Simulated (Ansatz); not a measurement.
## Molecular dynamics of HfNH$_{2}$Cl$_{2}$F (part 2 of 2)

HfNH$_{2}$Cl$_{2}$F; RKS PBE/def2-SVP (Ansatz 0.2.0). It belongs to a series of runs on one base structure; here: dynamics from the start.

Geometry of the input (Å):
```
Hf -0.0025  -0.0050  -0.0171
F  -0.0984  -0.1091  1.8886
Cl 2.2227  -0.0562  -0.8277
Cl -1.1228  1.8917  -0.8888
N  -0.9531  -1.6532  -0.6748
H  -1.3872  -2.3710  -0.0811
H  -1.0915  -1.9167  -1.6585
```

### What the program printed, continued
```
md step   147: t =    73.50 fs  T =    93.3 K  F+E_penalty+E_count = -30574.19604895 eV  E_kin = 0.084453 eV  (31 SCF iters)
md step   148: t =    74.00 fs  T =   100.8 K  F+E_penalty+E_count = -30574.20271708 eV  E_kin = 0.091165 eV  (31 SCF iters)
md step   149: t =    74.50 fs  T =   117.5 K  F+E_penalty+E_count = -30574.21449874 eV  E_kin = 0.106306 eV  (32 SCF iters)
these checks for a lower state are left out or cut short: starts, cluster_reference, orbital_swaps, neighbouring_geometries, increment
1140 factors; their error is unknown
mean field -30574.22887164 eV, -1123.5821870763 hartree, gradient 1.4e-5 eV, S^2 0.000000; 0 other end points of the search recorded, 0 dependent functions left out
the calculation of the forces begins
reference -30574.22894770 eV, -1123.5821898711 hartree; 32, 32 occupied and 74, 74 virtual orbitals, 1140 factors
1140 factors; their error is unknown
mean field evaluation 1184: about -30574.2289 eV, gradient 1.4e-5 eV
mean field -30574.22887164 eV, -1123.5821870763 hartree, gradient 1.4e-5 eV, S^2 0.000000; 1 other end points of the search recorded, 0 dependent functions left out
the calculation of the forces begins
reference -30574.22894770 eV, -1123.5821898711 hartree; 32, 32 occupied and 74, 74 virtual orbitals, 1140 factors
md step   150: t =    75.00 fs  T =   134.0 K  F+E_penalty+E_count = -30574.22887164 eV  E_kin = 0.121209 eV  (49 SCF iters)
```

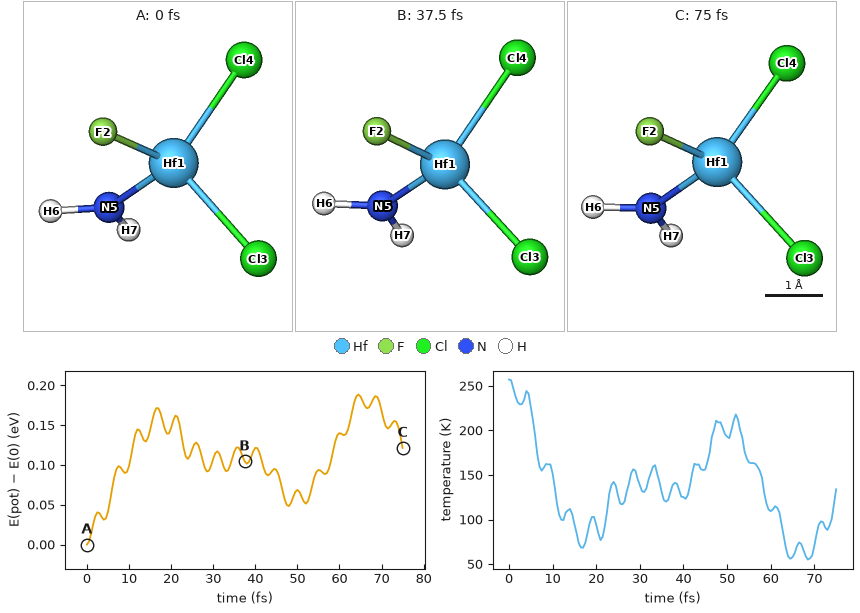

Frames of the molecular dynamics (ball-and-stick, seen at a tilt) above the curves, on which the letters mark them. The trajectory kept here has 151 frames over 75 fs. The temperature starts at 257 K, ranges from 55 to 257 K and averages 133 K over the second half. The potential energy ends 0.121 eV above its first value. After an unweighted best fit of the last frame on the first, the root-mean-square displacement is 0.08 Å, and H6 has moved furthest (0.13 Å).

```
Total energy: -30574.22894770 eV, -1123.5821898711 hartree
Atom 0 at    -0.013758    -0.013913    -0.020361 Å, force     1.235473    -1.760217    -0.499499 eV/Å
Atom 1 at    -0.092020    -0.132564     1.865043 Å, force    -0.131850     0.004163     0.556597 eV/Å
Atom 2 at     2.273618     0.146108    -0.779929 Å, force    -0.587600    -0.046892     0.166337 eV/Å
Atom 3 at    -1.161227     1.781669    -0.836797 Å, force    -0.779374     1.143036    -0.488657 eV/Å
Atom 4 at    -0.835034    -1.750767    -0.745865 Å, force     0.228524     0.347688    -0.909698 eV/Å
Atom 5 at    -1.347027    -2.474915    -0.238247 Å, force    -0.064821    -0.106496     0.288147 eV/Å
Atom 6 at    -0.861005    -2.044027    -1.757617 Å, force     0.099649     0.418718     0.886772 eV/Å
Dipole moment:    -0.377410    -0.448946    -0.134803 e Å
```

### Trajectory as extended XYZ (Å, eV, eV/Å), 27 of the 151 frames kept, from step=0 to step=150
```
7
Properties=species:S:1:pos:R:3:forces:R:3 step=0 time_fs=0.0 energy=-30574.35033 temperature=257.1
Hf   -0.0025   -0.0050   -0.0172   -0.0078  -0.0024  -0.0038
F    -0.0984   -0.1091    1.8886    0.0002   0.0004   0.0014
Cl    2.2227   -0.0562   -0.8277    0.0017   0.0001  -0.0014
Cl   -1.1228    1.8917   -0.8888    0.0029  -0.0003   0.0012
N    -0.9531   -1.6532   -0.6748   -0.0100  -0.0129   0.0057
H    -1.3872   -2.3710   -0.0811    0.0095   0.0123  -0.0115
H    -1.0915   -1.9167   -1.6585    0.0035   0.0028   0.0083
7
Properties=species:S:1:pos:R:3:forces:R:3 step=6 time_fs=3.0 energy=-30574.31092 temperature=229.6
Hf    0.0013   -0.0073   -0.0162   -0.5030  -0.1822  -0.4017
F    -0.0954   -0.1051    1.8829    0.0006  -0.0086   0.1604
Cl    2.2177   -0.0470   -0.8188    0.1322   0.0023  -0.0408
Cl   -1.1360    1.9008   -0.8929    0.1451  -0.2153   0.1117
N    -0.9535   -1.6754   -0.6866   -0.0128   0.1415   1.6680
H    -1.4392   -2.3849   -0.0971    0.3519   0.4707  -0.1552
H    -1.1418   -1.9360   -1.6326   -0.1140  -0.2085  -1.3424
7
Properties=species:S:1:pos:R:3:forces:R:3 step=12 time_fs=6.0 energy=-30574.27991 temperature=194.0
Hf    0.0051   -0.0098   -0.0152   -0.9310  -0.2807  -0.7707
F    -0.0909   -0.1015    1.8781   -0.0020  -0.0187   0.3084
Cl    2.2134   -0.0377   -0.8101    0.2664   0.0022  -0.0833
Cl   -1.1488    1.9101   -0.8966    0.2729  -0.4084   0.2104
N    -0.9532   -1.6968   -0.6914    0.0139   0.4236  -1.0891
H    -1.4674   -2.3682   -0.1225   -0.0891  -0.1971   0.4385
H    -1.1935   -1.9620   -1.6879    0.4688   0.4789   0.9858
7
Properties=species:S:1:pos:R:3:forces:R:3 step=17 time_fs=8.5 energy=-30574.25733 temperature=162.3
Hf    0.0082   -0.0116   -0.0143   -1.2220  -0.3244  -1.0156
F    -0.0867   -0.0987    1.8744   -0.0072  -0.0302   0.4308
Cl    2.2102   -0.0297   -0.8037    0.3690   0.0012  -0.1178
Cl   -1.1588    1.9168   -0.8984    0.3613  -0.5423   0.2763
N    -0.9521   -1.7113   -0.6993    0.0773   0.6431  -0.7412
H    -1.4912   -2.3600   -0.1230   -0.0359  -0.1429   0.3711
H    -1.2124   -1.9601   -1.6888    0.4574   0.3956   0.7964
7
Properties=species:S:1:pos:R:3:forces:R:3 step=23 time_fs=11.5 energy=-30574.21178 temperature=105.4
Hf    0.0115   -0.0138   -0.0137   -1.5030  -0.3316  -1.2062
F    -0.0811   -0.0952    1.8715   -0.0148  -0.0465   0.5358
Cl    2.2065   -0.0205   -0.7965    0.4874  -0.0004  -0.1600
Cl   -1.1693    1.9231   -0.9007    0.4477  -0.6745   0.3379
N    -0.9498   -1.7244   -0.7119    0.3309   0.9023   2.2109
H    -1.5131   -2.3562   -0.1007    0.4472   0.3939  -0.2501
H    -1.2056   -1.9402   -1.6498   -0.1954  -0.2432  -1.4683
7
Properties=species:S:1:pos:R:3:forces:R:3 step=29 time_fs=14.5 energy=-30574.21651 temperature=106.1
Hf    0.0143   -0.0162   -0.0137   -1.6822  -0.2596  -1.2487
F    -0.0771   -0.0918    1.8719   -0.0183  -0.0586   0.5300
Cl    2.2040   -0.0113   -0.7901    0.5929  -0.0030  -0.1998
Cl   -1.1782    1.9267   -0.9032    0.5080  -0.7675   0.3783
N    -0.9448   -1.7326   -0.7147    0.3564   1.1025   0.1929
H    -1.5039   -2.3312   -0.0928    0.0492  -0.0652  -0.0624
H    -1.2051   -1.9374   -1.6978    0.1940   0.0514   0.4096
7
Properties=species:S:1:pos:R:3:forces:R:3 step=35 time_fs=17.5 energy=-30574.18520 temperature=73.7
Hf    0.0162   -0.0187   -0.0139   -1.7498  -0.1124  -1.1484
F    -0.0732   -0.0887    1.8751   -0.0206  -0.0682   0.4461
Cl    2.2028   -0.0018   -0.7840    0.6681  -0.0062  -0.2318
Cl   -1.1852    1.9284   -0.9042    0.5461  -0.8299   0.4011
N    -0.9370   -1.7333   -0.7152    0.5141   1.3068  -0.8739
H    -1.4897   -2.3102   -0.0868   -0.2846  -0.4262   0.1433
H    -1.1921   -1.9334   -1.7243    0.3267   0.1362   1.2636
7
Properties=species:S:1:pos:R:3:forces:R:3 step=40 time_fs=20.0 energy=-30574.20395 temperature=94.4
Hf    0.0172   -0.0207   -0.0146   -1.7276   0.0606  -0.9548
F    -0.0698   -0.0866    1.8789   -0.0230  -0.0736   0.3323
Cl    2.2025    0.0064   -0.7798    0.7051  -0.0094  -0.2521
Cl   -1.1893    1.9288   -0.9047    0.5644  -0.8655   0.4104
N    -0.9282   -1.7280   -0.7180    0.4502   1.0971   1.6814
H    -1.4948   -2.3095   -0.0711    0.2285   0.1040  -0.4285
H    -1.1617   -1.9226   -1.6780   -0.1975  -0.3134  -0.7888
7
Properties=species:S:1:pos:R:3:forces:R:3 step=46 time_fs=23.0 energy=-30574.22924 temperature=129.3
Hf    0.0176   -0.0231   -0.0161   -1.5916   0.3667  -0.6507
F    -0.0660   -0.0843    1.8840   -0.0255  -0.0753   0.1630
Cl    2.2039    0.0160   -0.7754    0.7200  -0.0147  -0.2675
Cl   -1.1928    1.9279   -0.9048    0.5695  -0.8836   0.4100
N    -0.9148   -1.7159   -0.7125    0.2397   0.7868   1.2786
H    -1.4880   -2.3017   -0.0803    0.1879   0.0584  -0.2643
H    -1.1396   -1.9347   -1.6732   -0.1000  -0.2384  -0.6692
7
Properties=species:S:1:pos:R:3:forces:R:3 step=52 time_fs=26.0 energy=-30574.22210 temperature=117.0
Hf    0.0173   -0.0253   -0.0177   -1.3281   0.7866  -0.2791
F    -0.0629   -0.0823    1.8900   -0.0283  -0.0744  -0.0240
Cl    2.2069    0.0253   -0.7719    0.7024  -0.0221  -0.2723
Cl   -1.1942    1.9255   -0.9039    0.5533  -0.8722   0.3954
N    -0.8994   -1.6982   -0.7009    0.0149   0.2764  -1.5864
H    -1.4690   -2.2929   -0.1126   -0.3508  -0.4918   0.4676
H    -1.1186   -1.9648   -1.7088    0.4366   0.3976   1.2988
7
Properties=species:S:1:pos:R:3:forces:R:3 step=58 time_fs=29.0 energy=-30574.25745 temperature=154.7
Hf    0.0166   -0.0273   -0.0188   -0.9938   1.2272   0.1449
F    -0.0608   -0.0806    1.8967   -0.0322  -0.0752  -0.2077
Cl    2.2116    0.0341   -0.7694    0.6383  -0.0309  -0.2622
Cl   -1.1947    1.9207   -0.9020    0.5249  -0.8434   0.3708
N    -0.8839   -1.6790   -0.6966   -0.6549  -0.6579   0.2693
H    -1.4652   -2.3162   -0.1152    0.3413   0.2997  -0.0677
H    -1.0642   -1.9718   -1.6616    0.1765   0.0805  -0.2475
7
Properties=species:S:1:pos:R:3:forces:R:3 step=63 time_fs=31.5 energy=-30574.23632 temperature=134.8
Hf    0.0156   -0.0289   -0.0200   -0.6744   1.5969   0.4998
F    -0.0596   -0.0795    1.9025   -0.0377  -0.0786  -0.3669
Cl    2.2167    0.0414   -0.7679    0.5598  -0.0412  -0.2465
Cl   -1.1943    1.9151   -0.8995    0.4896  -0.8022   0.3415
N    -0.8742   -1.6648   -0.6925   -0.7435  -0.8269   1.2570
H    -1.4445   -2.3207   -0.1143    0.4005   0.4247  -0.1315
H    -1.0087   -1.9730   -1.6337    0.0056  -0.2726  -1.3534
7
Properties=species:S:1:pos:R:3:forces:R:3 step=69 time_fs=34.5 energy=-30574.24244 temperature=142.1
Hf    0.0141   -0.0305   -0.0211   -0.2664   1.9999   0.8130
F    -0.0594   -0.0790    1.9079   -0.0465  -0.0864  -0.5088
Cl    2.2243    0.0504   -0.7673    0.4398  -0.0561  -0.2168
Cl   -1.1933    1.9070   -0.8959    0.4344  -0.7323   0.2988
N    -0.8672   -1.6516   -0.6841   -0.3385  -0.9967  -1.5696
H    -1.3935   -2.3024   -0.1127   -0.3349  -0.4462   0.3991
H    -0.9389   -1.9847   -1.6772    0.1121   0.3178   0.7843
7
Properties=species:S:1:pos:R:3:forces:R:3 step=75 time_fs=37.5 energy=-30574.24591 temperature=138.5
Hf    0.0121   -0.0312   -0.0217    0.0549   2.1859   1.0312
F    -0.0606   -0.0794    1.9121   -0.0534  -0.0918  -0.6065
Cl    2.2324    0.0593   -0.7676    0.2989  -0.0688  -0.1765
Cl   -1.1913    1.8972   -0.8917    0.3702  -0.6422   0.2507
N    -0.8627   -1.6439   -0.6850   -0.5330  -1.3778  -0.9686
H    -1.3600   -2.3136   -0.0851   -0.0568  -0.1085  -0.1174
H    -0.8678   -1.9795   -1.6716   -0.0808   0.1032   0.5872
7
Properties=species:S:1:pos:R:3:forces:R:3 step=81 time_fs=40.5 energy=-30574.22918 temperature=123.2
Hf    0.0098   -0.0307   -0.0214    0.2832   2.0984   1.1014
F    -0.0614   -0.0812    1.9145   -0.0620  -0.0898  -0.6520
Cl    2.2414    0.0684   -0.7687    0.1287  -0.0796  -0.1228
Cl   -1.1880    1.8864   -0.8863    0.2947  -0.5285   0.1992
N    -0.8620   -1.6437   -0.6913   -0.7552  -1.0986   1.2181
H    -1.3353   -2.3321   -0.0658    0.2238   0.3036  -0.5952
H    -0.8041   -1.9746   -1.6329   -0.1133  -0.6054  -1.1488
7
Properties=species:S:1:pos:R:3:forces:R:3 step=87 time_fs=43.5 energy=-30574.26148 temperature=161.8
Hf    0.0074   -0.0290   -0.0207    0.4332   1.7556   0.9768
F    -0.0623   -0.0841    1.9141   -0.0690  -0.0778  -0.6325
Cl    2.2504    0.0778   -0.7707   -0.0355  -0.0847  -0.0635
Cl   -1.1832    1.8744   -0.8805    0.2001  -0.3789   0.1393
N    -0.8663   -1.6505   -0.6938    0.0576  -0.7562  -1.1198
H    -1.3007   -2.3372   -0.0858   -0.3323  -0.5169   0.1103
H    -0.7536   -2.0134   -1.6640   -0.2540   0.0588   0.5895
7
Properties=species:S:1:pos:R:3:forces:R:3 step=92 time_fs=46.0 energy=-30574.27163 temperature=174.9
Hf    0.0052   -0.0269   -0.0202    0.4989   1.3093   0.8159
F    -0.0629   -0.0866    1.9120   -0.0729  -0.0622  -0.5825
Cl    2.2570    0.0853   -0.7725   -0.1629  -0.0841  -0.0139
Cl   -1.1784    1.8634   -0.8760    0.1094  -0.2310   0.0822
N    -0.8707   -1.6595   -0.7004    0.2504  -0.8199  -1.4923
H    -1.2868   -2.3685   -0.1048   -0.3230  -0.4628   0.1862
H    -0.7288   -2.0491   -1.6719   -0.2999   0.3508   1.0043
7
Properties=species:S:1:pos:R:3:forces:R:3 step=98 time_fs=49.0 energy=-30574.29087 temperature=202.8
Hf    0.0024   -0.0239   -0.0194    0.5245   0.6279   0.5640
F    -0.0633   -0.0903    1.9072   -0.0788  -0.0396  -0.4632
Cl    2.2638    0.0941   -0.7748   -0.3076  -0.0811   0.0438
Cl   -1.1724    1.8493   -0.8706   -0.0132  -0.0293   0.0056
N    -0.8756   -1.6754   -0.7146   -0.3123  -0.6512   1.1302
H    -1.2863   -2.4305   -0.1253    0.1303   0.4761  -0.2695
H    -0.7154   -2.0717   -1.6251    0.0572  -0.3028  -1.0109
7
Properties=species:S:1:pos:R:3:forces:R:3 step=104 time_fs=52.0 energy=-30574.29890 temperature=218.0
Hf   -0.0003   -0.0205   -0.0181    0.5594  -0.1125   0.2073
F    -0.0634   -0.0939    1.9001   -0.0888  -0.0176  -0.2758
Cl    2.2700    0.1021   -0.7766   -0.4298  -0.0739   0.0955
Cl   -1.1668    1.8350   -0.8649   -0.1521   0.1965  -0.0804
N    -0.8818   -1.6964   -0.7235    0.2464  -0.1548   0.2394
H    -1.2799   -2.4583   -0.1639   -0.1466   0.0601   0.2322
H    -0.7021   -2.1130   -1.6391    0.0115   0.1022  -0.4182
7
Properties=species:S:1:pos:R:3:forces:R:3 step=110 time_fs=55.0 energy=-30574.25657 temperature=164.1
Hf   -0.0028   -0.0171   -0.0169    0.6221  -0.8176  -0.1542
F    -0.0638   -0.0983    1.8921   -0.1008   0.0006  -0.0543
Cl    2.2757    0.1100   -0.7780   -0.5350  -0.0662   0.1397
Cl   -1.1619    1.8215   -0.8591   -0.2985   0.4308  -0.1726
N    -0.8872   -1.7188   -0.7301    0.8751   0.0305  -1.1931
H    -1.2808   -2.4795   -0.1853   -0.3161  -0.2965   0.4776
H    -0.6929   -2.1468   -1.6815   -0.2468   0.7184   0.9569
7
Properties=species:S:1:pos:R:3:forces:R:3 step=115 time_fs=57.5 energy=-30574.25504 temperature=154.5
Hf   -0.0049   -0.0143   -0.0162    0.6857  -1.3282  -0.3946
F    -0.0651   -0.1019    1.8855   -0.1115   0.0092   0.1306
Cl    2.2796    0.1163   -0.7794   -0.6099  -0.0615   0.1688
Cl   -1.1587    1.8112   -0.8547   -0.4178   0.6192  -0.2501
N    -0.8876   -1.7367   -0.7395    0.3737   0.1558   0.6427
H    -1.2963   -2.5080   -0.1747    0.1271   0.4679  -0.1428
H    -0.7016   -2.1364   -1.6672   -0.0471   0.1376  -0.1546
7
Properties=species:S:1:pos:R:3:forces:R:3 step=121 time_fs=60.5 energy=-30574.21127 temperature=111.3
Hf   -0.0075   -0.0119   -0.0156    0.7947  -1.8220  -0.6288
F    -0.0674   -0.1061    1.8785   -0.1244   0.0127   0.3317
Cl    2.2826    0.1237   -0.7807   -0.6754  -0.0575   0.1941
Cl   -1.1545    1.8002   -0.8498   -0.5579   0.8365  -0.3424
N    -0.8865   -1.7558   -0.7472    0.3555   0.9614   1.6242
H    -1.3045   -2.5121   -0.1725    0.1444   0.3735  -0.2231
H    -0.7193   -2.1179   -1.6705    0.0631  -0.3046  -0.9556
7
Properties=species:S:1:pos:R:3:forces:R:3 step=127 time_fs=63.5 energy=-30574.17188 temperature=67.5
Hf   -0.0100   -0.0101   -0.0158    0.9392  -2.1745  -0.8075
F    -0.0709   -0.1103    1.8718   -0.1360   0.0141   0.5088
Cl    2.2843    0.1300   -0.7823   -0.7136  -0.0535   0.2100
Cl   -1.1513    1.7910   -0.8454   -0.6891   1.0368  -0.4288
N    -0.8834   -1.7686   -0.7485    1.2356   1.5044  -0.8167
H    -1.3065   -2.4915   -0.1876   -0.3729  -0.6338   0.3798
H    -0.7320   -2.1175   -1.7304   -0.2632   0.3065   0.9543
7
Properties=species:S:1:pos:R:3:forces:R:3 step=133 time_fs=66.5 energy=-30574.17899 temperature=74.3
Hf   -0.0119   -0.0094   -0.0167    1.0715  -2.3435  -0.8536
F    -0.0753   -0.1150    1.8670   -0.1431   0.0135   0.6233
Cl    2.2845    0.1349   -0.7835   -0.7281  -0.0502   0.2157
Cl   -1.1503    1.7842   -0.8416   -0.7846   1.1810  -0.4925
N    -0.8743   -1.7721   -0.7527    0.6318   1.0257   0.4289
H    -1.3293   -2.5051   -0.1870    0.0945   0.1319  -0.1928
H    -0.7605   -2.0974   -1.7271   -0.1420   0.0416   0.2710
7
Properties=species:S:1:pos:R:3:forces:R:3 step=138 time_fs=69.0 energy=-30574.16480 temperature=56.4
Hf   -0.0128   -0.0100   -0.0175    1.1422  -2.3283  -0.8234
F    -0.0797   -0.1196    1.8645   -0.1441   0.0110   0.6656
Cl    2.2829    0.1385   -0.7831   -0.7131  -0.0479   0.2110
Cl   -1.1518    1.7809   -0.8395   -0.8191   1.2293  -0.5157
N    -0.8633   -1.7704   -0.7551    0.1446   0.9258   2.0350
H    -1.3433   -2.5127   -0.1966    0.3674   0.5722  -0.3902
H    -0.7935   -2.0769   -1.7049    0.0221  -0.3621  -1.1823
7
Properties=species:S:1:pos:R:3:forces:R:3 step=144 time_fs=72.0 energy=-30574.20244 temperature=97.0
Hf   -0.0136   -0.0114   -0.0188    1.2123  -2.1454  -0.7238
F    -0.0851   -0.1258    1.8634   -0.1412   0.0089   0.6532
Cl    2.2793    0.1424   -0.7818   -0.6655  -0.0463   0.1944
Cl   -1.1556    1.7795   -0.8377   -0.8257   1.2287  -0.5189
N    -0.8505   -1.7637   -0.7490    0.6327   0.9822  -0.5444
H    -1.3398   -2.4857   -0.2299   -0.2221  -0.3233   0.3812
H    -0.8289   -2.0705   -1.7461    0.0095   0.2951   0.5583
7
Properties=species:S:1:pos:R:3:forces:R:3 step=150 time_fs=75.0 energy=-30574.22887 temperature=134.0
Hf   -0.0138   -0.0139   -0.0204    1.2355  -1.7602  -0.4995
F    -0.0920   -0.1326    1.8650   -0.1318   0.0042   0.5566
Cl    2.2736    0.1461   -0.7799   -0.5876  -0.0469   0.1663
Cl   -1.1612    1.7817   -0.8368   -0.7794   1.1430  -0.4887
N    -0.8350   -1.7508   -0.7459    0.2285   0.3477  -0.9097
H    -1.3470   -2.4749   -0.2382   -0.0648  -0.1065   0.2881
H    -0.8610   -2.0440   -1.7576    0.0996   0.4187   0.8868
```
